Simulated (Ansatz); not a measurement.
The reference is MgTe in the zinc blende structure (space group F-43m, No. 216; a = 6.439 Å).

Perturbation: every lattice vector is stretched by 1.50 %, atoms relaxed at fixed cell.

Computed with DFT with PBEsol, PAW potentials and a 420 eV plane-wave cutoff in Ansatz (a program for electronic structure), spin-orbit coupling left out.

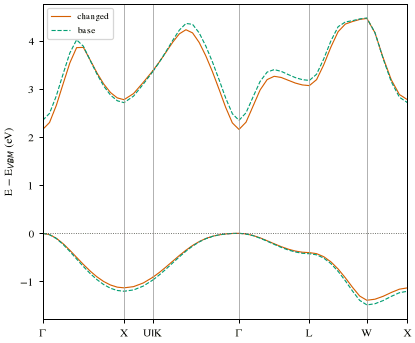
Figure: Highest valence and lowest conduction band along the path, each from its own valence-band maximum

The gap is 2.16 eV, direct at Γ; the base has 2.35 eV.

With Te present, leaving out spin-orbit coupling can change the band edges. The cells carry an imposed strain or load. Whether these cells are dynamically stable was not tested.
